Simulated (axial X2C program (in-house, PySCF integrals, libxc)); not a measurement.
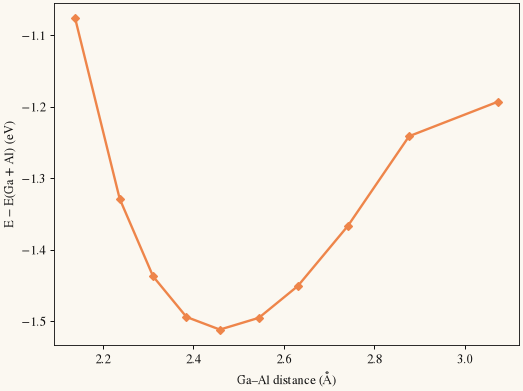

Fig. 1: Energy at 10 bond lengths, for one set of occupations held fixed; the line joins the points. A polynomial of degree 6 through 9 points gives rₑ = 2.462 Å, ωₑ = 273.5 cm⁻¹, ωₑxₑ = 1.6 cm⁻¹ and Bₑ = 0.1434 cm⁻¹. The minimum lies 1.51 eV below Ga + Al, each computed as one determinant at the same level.

# Run report: GaAl, relativistic diatomic calculation

- system: GaAl, single determinant with Ω = 1.
- method: BP86, two-component X2C with atomic mean-field Coulomb and Gaunt terms, Ga dyall-cv3z, Al dyall-v3z (cores contracted) (axial X2C program (in-house, PySCF integrals, libxc))

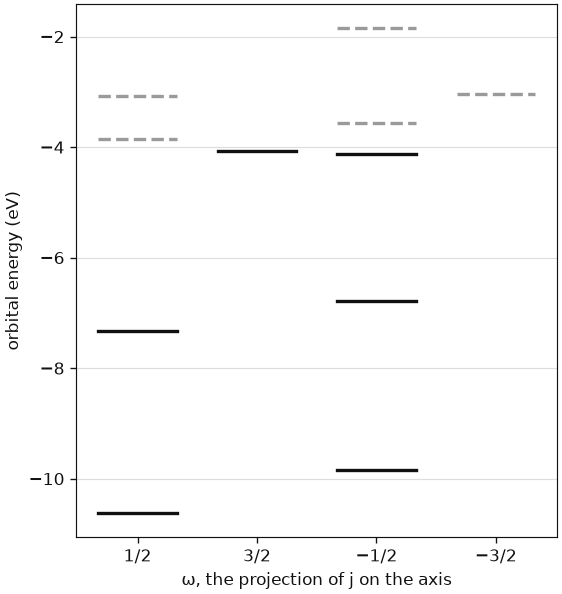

Fig. 2: Orbital energies near the frontier at 2.46 Å, filled (solid) and empty (dashed). The highest filled spinor (3/2; 49 % Al p, 46 % Ga p) lies at −4.07 eV, the lowest empty one (1/2; 44 % Al p, 42 % Ga p) at −3.85 eV.

These pictures come from the run below.

Input file:
```
{"zs": [31, 13], "q": 0, "bas": ["dyall-cv3z", "dyall-v3z"], "levels": ["PBE0", "HF", "BP86"], "cc": true, "r0": 2.5, "thr": -1.0, "nmax": 90, "npts": 10, "nst": 2, "ntry": 6}
```

The line is the task of a batch: nuclear charges, charge, bases, the levels to run, a first guess of the distance and further settings. This report covers BP86 with spin-orbit coupling. The log is that of the reference distance 2.459 Å.

Launched within a batch (the task file carries these settings):
```bash
python <driver script> task.json out
```

The program's output:
```
two-component X2C + atomic mean field  BP86
basis functions 157  fitting functions 933  grid points 5082
iter        total energy     max residual
   1      -2186.453550721     5.84e-02
   2      -2186.457380783     1.31e-02
   3      -2186.455593572     2.20e-02
   4      -2186.458302312     1.48e-03
   5      -2186.458232069     2.07e-03
   6      -2186.458321160     1.53e-04
   7      -2186.458321624     7.99e-05
   8      -2186.458321765     2.32e-05
   9      -2186.458321800     5.25e-06
  10      -2186.458321801     1.10e-06
converged
one-electron -3217.15687782  Coulomb 1039.67542921  exact exchange 0.00000000  xc functional -95.03009940  nuclear repulsion 86.72566734  atomic mean-field constant -0.67244114
```

The points of the curve:

| R (Å) | E (hartree) | dipole (D; origin at the first atom, positive when the second is positive) | highest filled (eV) | lowest empty (eV) |
| --- | --- | --- | --- | --- |
| 2.139 | −2186.442322 | 0.18 | −4.39 | −3.66 |
| 2.238 | −2186.451599 | 0.17 | −4.28 | −3.73 |
| 2.312 | −2186.455586 | 0.16 | −4.21 | −3.78 |
| 2.385 | −2186.457672 | 0.14 | −4.14 | −3.82 |
| 2.459 | −2186.458322 | 0.12 | −4.07 | −3.85 |
| 2.545 | −2186.457717 | 0.09 | −4.00 | −3.88 |
| 2.631 | −2186.456084 | 0.06 | −3.94 | −3.90 |
| 2.742 | −2186.452991 | 0.02 | −3.86 | −3.91 |
| 2.877 | −2186.448381 | −0.03 | −3.78 | −3.92 |
| 3.074 | −2186.446603 | −0.29 | −3.40 | −3.44 |

Summary:

```tsv
quantity	value
outcome	converged
bond length rₑ	2.462 Å
ωₑ	273.5 cm⁻¹
energy at the minimum	−2186.45832 hartree
depth below the fragments	1.51 eV
hardware	1 thread of Arm Neoverse V2, 112 GiB of memory available, shared host
wall time	4 s
peak memory	0.44 GiB
```

Remarks:

Limits: at some distances an empty level lies below a filled one, since the occupations are held fixed.
